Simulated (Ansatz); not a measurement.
Nudged elastic band, with input and output: C3H8GeO (part 1 of 2)

The run: nudged elastic band of C3H8GeO, SMILES C[C]1(C)[O][GeH2]1. Method and program: RKS B3LYP-D4/def2-SVP (Ansatz 0.2.0).

It belongs to a series of runs on one base structure; here: band between the two ends.

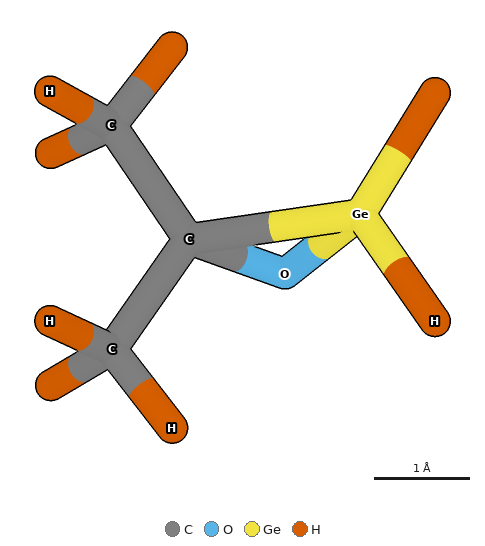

*The structure as given in the input (stick view, seen at a tilt). Sticks mark near contacts.*

Input file:
```yaml
crystal:
  periodic: [false, false, false]
  atoms:
    - { symbol: C, position_ang: [-1.50164, -0.263295, -0.072289] }
    - { symbol: C, position_ang: [-0.001787, -0.057227, -0.133928] }
    - { symbol: C, position_ang: [0.822187, -1.26067, 0.276599] }
    - { symbol: O, position_ang: [0.447754, 0.575901, -1.318567] }
    - { symbol: Ge, position_ang: [0.728461, 1.731507, 0.119011] }
    - { symbol: H, position_ang: [-1.824486, -0.5838, 0.930221] }
    - { symbol: H, position_ang: [-1.783076, -1.051327, -0.794871] }
    - { symbol: H, position_ang: [-2.049051, 0.649491, -0.348909] }
    - { symbol: H, position_ang: [0.557526, -1.605711, 1.28803] }
    - { symbol: H, position_ang: [1.90016, -1.045586, 0.243435] }
    - { symbol: H, position_ang: [0.626253, -2.085693, -0.432853] }
    - { symbol: H, position_ang: [2.233192, 1.971652, 0.307437] }
    - { symbol: H, position_ang: [-0.135093, 2.989957, -0.048515] }
basis:
  gaussian: { orbitals: def2-SVP }
hamiltonian:
  xc: b3lyp
  dispersion: d4
neb:
  order_check: false
  images: 9
  f_tol: 0.03
  max_iterations: 43
  final_atoms:
    - { symbol: C, position_ang: [-1.5068498, -0.23316084, 0.07171332] }
    - { symbol: C, position_ang: [-0.01488944, -0.06360865, -0.1306542] }
    - { symbol: C, position_ang: [0.8207346, -1.26482078, 0.26264529] }
    - { symbol: O, position_ang: [0.34007685, 0.50585975, -1.37727474] }
    - { symbol: Ge, position_ang: [0.76697741, 1.71887496, -0.0251674] }
    - { symbol: H, position_ang: [-1.74572073, -0.50059527, 1.11248384] }
    - { symbol: H, position_ang: [-1.8653972, -1.04670546, -0.58546706] }
    - { symbol: H, position_ang: [-2.06005356, 0.67785959, -0.19884916] }
    - { symbol: H, position_ang: [0.54806696, -2.11643882, -0.38760373] }
    - { symbol: H, position_ang: [0.64036084, -1.5581461, 1.3083094] }
    - { symbol: H, position_ang: [1.89521016, -1.0754408, 0.12522313] }
    - { symbol: H, position_ang: [2.28658202, 1.934388, 0.01765547] }
    - { symbol: H, position_ang: [-0.08469811, 2.98713342, -0.17821317] }
  initial_path:
    images:
      - { positions_ang: [[-1.50164, -0.263295, -0.072289], [-0.001787, -0.057227, -0.133928], [0.822187, -1.26067, 0.276599], [0.447754, 0.575901, -1.318567], [0.728461, 1.731507, 0.119011], [-1.824486, -0.5838, 0.930221], [-1.783076, -1.051327, -0.794871], [-2.049051, 0.649491, -0.348909], [0.557526, -1.605711, 1.28803], [1.90016, -1.045586, 0.243435], [0.626253, -2.085693, -0.432853], [2.233192, 1.971652, 0.307437], [-0.135093, 2.989957, -0.048515]] }
      - { positions_ang: [[-1.49613282, -0.25810172, -0.04190772], [-0.00643649, -0.06192329, -0.13997365], [0.8269203, -1.25770615, 0.26228718], [0.43238258, 0.55934299, -1.32810561], [0.73103052, 1.71956514, 0.08965991], [-1.80388851, -0.52231581, 0.97521265], [-1.80406468, -1.05859678, -0.72630639], [-2.04318702, 0.66357552, -0.34374906], [0.4897906, -1.72809194, 1.07256027], [1.76705185, -1.06747753, 0.44943113], [0.83866681, -1.94032508, -0.44075521], [2.24793109, 1.94004171, 0.25332372], [-0.15966423, 2.97721194, -0.06687622]] }
      - { positions_ang: [[-1.49062565, -0.25290844, -0.01152645], [-0.01108599, -0.06661958, -0.1460193], [0.8316536, -1.2547423, 0.24797535], [0.41701116, 0.54278497, -1.33764422], [0.73360005, 1.70762329, 0.06030882], [-1.78329103, -0.46083163, 1.02020431], [-1.82505336, -1.06586655, -0.65774177], [-2.03732304, 0.67766005, -0.33858912], [0.42205519, -1.85047288, 0.85709053], [1.63394371, -1.08936906, 0.65542726], [1.05108062, -1.79495716, -0.44865741], [2.26267018, 1.90843142, 0.19921043], [-0.18423546, 2.96446687, -0.08523743]] }
      - { positions_ang: [[-1.48511847, -0.24771516, 0.01885483], [-0.01573548, -0.07131587, -0.15206494], [0.8363869, -1.25177845, 0.23366353], [0.40163974, 0.52622696, -1.34718283], [0.73616957, 1.69568143, 0.03095773], [-1.76269354, -0.39934744, 1.06519596], [-1.84604204, -1.07313633, -0.58917716], [-2.03145906, 0.69174457, -0.33342918], [0.35431979, -1.97285382, 0.6416208], [1.50083556, -1.11126059, 0.86142338], [1.26349444, -1.64958924, -0.45655962], [2.27740928, 1.87682113, 0.14509715], [-0.20880669, 2.95172181, -0.10359865]] }
      - { positions_ang: [[-1.47961129, -0.24252187, 0.04923611], [-0.02038497, -0.07601215, -0.15811059], [0.8411202, -1.2488146, 0.21935171], [0.38626833, 0.50966894, -1.35672144], [0.7387391, 1.68373957, 0.00160664], [-1.74209606, -0.33786326, 1.11018762], [-1.86703072, -1.0804061, -0.52061255], [-2.02559508, 0.7058291, -0.32826924], [0.28658438, -2.09523476, 0.42615106], [1.36772742, -1.13315212, 1.06741951], [1.47590825, -1.50422132, -0.46446183], [2.29214837, 1.84521083, 0.09098386], [-0.23337792, 2.93897674, -0.12195987]] }
      - { positions_ang: [[-1.47410411, -0.23732859, 0.07961738], [-0.02503446, -0.08070844, -0.16415624], [0.84585349, -1.24585075, 0.20503989], [0.37089691, 0.49311093, -1.36626005], [0.74130862, 1.67179771, -0.02774444], [-1.72149857, -0.27637907, 1.15517927], [-1.88801939, -1.08767588, -0.45204794], [-2.0197311, 0.71991362, -0.3231093], [0.21884898, -2.2176157, 0.21068133], [1.23461927, -1.15504365, 1.27341564], [1.68832206, -1.3588534, -0.47236403], [2.30688746, 1.81360054, 0.03687058], [-0.25794915, 2.92623168, -0.14032108]] }
      - { positions_ang: [[-1.48065325, -0.23649504, 0.07803657], [-0.02300546, -0.07728848, -0.15745583], [0.84082971, -1.24964476, 0.21656097], [0.3647329, 0.49566069, -1.36846299], [0.74644238, 1.68121316, -0.02722904], [-1.72634301, -0.32122231, 1.14664019], [-1.88349496, -1.07948179, -0.47873176], [-2.02779559, 0.71150282, -0.29825727], [0.28469258, -2.19738032, 0.09102432], [1.11576759, -1.23566414, 1.28039439], [1.72969968, -1.30217088, -0.3528466], [2.30282637, 1.83775803, 0.03302756], [-0.22329894, 2.93841203, -0.1478995]] }
      - { positions_ang: [[-1.48720239, -0.23566149, 0.07645576], [-0.02097646, -0.07386852, -0.15075542], [0.83580594, -1.25343876, 0.22808205], [0.35856889, 0.49821046, -1.37066593], [0.75157614, 1.69062861, -0.02671363], [-1.73118744, -0.36606555, 1.1381011], [-1.87897052, -1.07128771, -0.50541559], [-2.03586008, 0.70309201, -0.27340525], [0.35053617, -2.17714495, -0.02863269], [0.9969159, -1.31628463, 1.28737315], [1.7710773, -1.24548836, -0.23332917], [2.29876529, 1.86191552, 0.02918454], [-0.18864874, 2.95059237, -0.15547792]] }
      - { positions_ang: [[-1.49375153, -0.23482794, 0.07487495], [-0.01894745, -0.07044856, -0.14405501], [0.83078216, -1.25723277, 0.23960313], [0.35240487, 0.50076022, -1.37286886], [0.7567099, 1.70004406, -0.02619822], [-1.73603187, -0.41090879, 1.12956201], [-1.87444608, -1.06309363, -0.53209941], [-2.04392458, 0.69468121, -0.24855322], [0.41637977, -2.15690957, -0.14828971], [0.87806421, -1.39690512, 1.2943519], [1.81245492, -1.18880584, -0.11381174], [2.2947042, 1.88607302, 0.02534151], [-0.15399853, 2.96277272, -0.16305633]] }
      - { positions_ang: [[-1.50030066, -0.23399439, 0.07329414], [-0.01691845, -0.0670286, -0.1373546], [0.82575838, -1.26102677, 0.25112421], [0.34624086, 0.50330999, -1.3750718], [0.76184365, 1.70945951, -0.02568281], [-1.7408763, -0.45575203, 1.12102292], [-1.86992164, -1.05489954, -0.55878324], [-2.05198907, 0.6862704, -0.22370119], [0.48222337, -2.1366742, -0.26794672], [0.75921253, -1.47752561, 1.30133065], [1.85383254, -1.13212332, 0.0057057], [2.29064311, 1.91023051, 0.02149849], [-0.11934832, 2.97495307, -0.17063475]] }
      - { positions_ang: [[-1.5068498, -0.23316084, 0.07171332], [-0.01488944, -0.06360865, -0.1306542], [0.8207346, -1.26482078, 0.26264529], [0.34007685, 0.50585975, -1.37727474], [0.76697741, 1.71887496, -0.0251674], [-1.74572073, -0.50059527, 1.11248384], [-1.8653972, -1.04670546, -0.58546706], [-2.06005356, 0.67785959, -0.19884916], [0.54806696, -2.11643882, -0.38760373], [0.64036084, -1.5581461, 1.3083094], [1.89521016, -1.0754408, 0.12522313], [2.28658202, 1.934388, 0.01765547], [-0.08469811, 2.98713342, -0.17821317]] }
```

Machine: 2 threads of Intel Xeon (Sapphire Rapids), 64 GiB of memory available, shared host.

Launched with:
```bash
ansatz run input.yaml --threads 2 --pin off --max-ram 3072MiB --backend cpu --events-out ev --progress --plain --runs-dir out
```

What the program printed:
```
Engine: ansatz 0.2.0, x86_64-unknown-linux-gnu
Functional definition: B3LYP
  parameter a0 = 0.2
  parameter ax = 0.72
  parameter ac = 0.81
  exchange = (1 - a0 - ax)*slater_x + ax*b88_x + a0*exact_x
  correlation = (1 - ac)*vwn_rpa_c + ac*lyp_c
1416 factors; integrals over basis functions are off by at most 3.2e-4 eV
mean field evaluation 1: about -61784.4666 eV, gradient 7.0e1 eV
mean field evaluation 2: about -61685.2248 eV, gradient 1.8e2 eV
mean field evaluation 4: about -61795.7278 eV, gradient 8.3e0 eV
mean field evaluation 8: about -61795.9715 eV, gradient 3.2e-1 eV
mean field evaluation 16: about -61795.9938 eV, gradient 3.3e-5 eV
mean field -61795.99375889 eV, -2270.9608838103 hartree, gradient 3.3e-5 eV, S^2 0.000000; 0 other end points of the search recorded, 0 dependent functions left out
the calculation of the forces begins
reference -61795.99401950 eV, -2270.9608933874 hartree; 33, 33 occupied and 95, 95 virtual orbitals, 1416 factors
1416 factors; integrals over basis functions are off by at most 7.2e-4 eV
mean field evaluation 32: about -61795.9938 eV, gradient 2.2e-4 eV
mean field -61795.99378131 eV, -2270.9608846343 hartree, gradient 4.7e-5 eV, S^2 0.000000; 0 other end points of the search recorded, 0 dependent functions left out
[... from here on the field's lines of each further geometry are left out, up to the last ...]
NEB iter   1: max|band force component| = 9.665e0 eV/Å  barrier→ = 2.5472 eV  barrier← = 2.5472 eV  Δτ_max = 0.2000 Å  (310 SCF iters)
NEB iter   2: max|band force component| = 1.789e0 eV/Å  barrier→ = 0.2546 eV  barrier← = 0.2546 eV  Δτ_max = 0.1618 Å  (249 SCF iters)
NEB iter   3: max|band force component| = 6.931e-1 eV/Å  barrier→ = 0.1363 eV  barrier← = 0.1363 eV  Δτ_max = 0.0261 Å  (247 SCF iters)
NEB iter   4: max|band force component| = 1.739e-1 eV/Å  barrier→ = 0.1321 eV  barrier← = 0.1321 eV  CI = image 5  Δτ_max = 0.0248 Å  (241 SCF iters)
the calculation of the forces begins
reference -61795.98241577 eV, -2270.9604669581 hartree; 33, 33 occupied and 95, 95 virtual orbitals, 1416 factors
1416 factors; integrals over basis functions are off by at most 4.0e-4 eV
mean field -61795.86357819 eV, -2270.9560997577 hartree, gradient 9.8e-6 eV, S^2 0.000000; 1 other end points of the search recorded, 0 dependent functions left out
the calculation of the forces begins
reference -61795.86383765 eV, -2270.9561092929 hartree; 33, 33 occupied and 95, 95 virtual orbitals, 1416 factors
NEB iter   5: max|band force component| = 2.608e-2 eV/Å  barrier→ = 0.1317 eV  barrier← = 0.1317 eV  CI = image 5  Δτ_max = 0.0000 Å  (485 SCF iters)
```

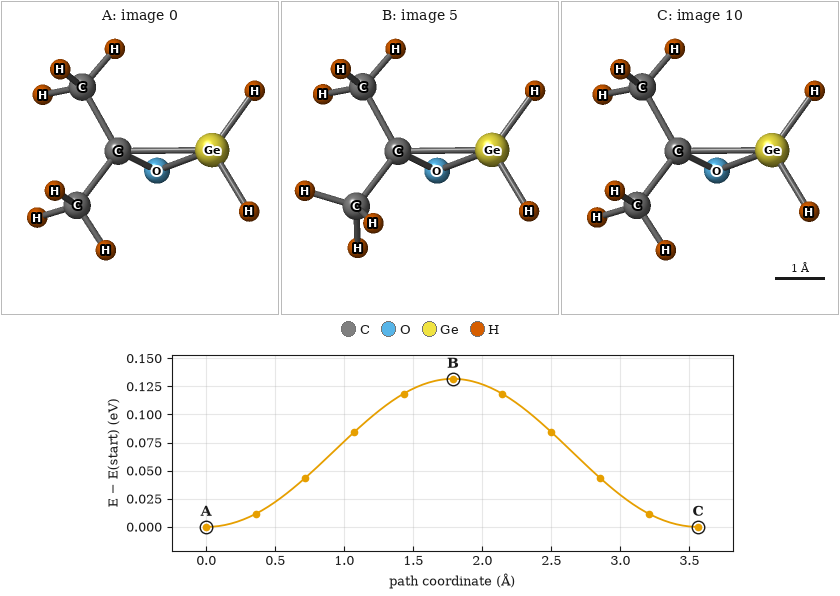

*Images of the last band (counted from 0; ball-and-stick, seen at a tilt) above the energy along the path; the line is a cubic interpolation that uses the forces.*

The highest image is number 5, 0.132 eV above the start and 0.132 eV above the end (the climbing image); start and end have the same energy. The path is 3.56 Å long. The band converged in 5 iterations.
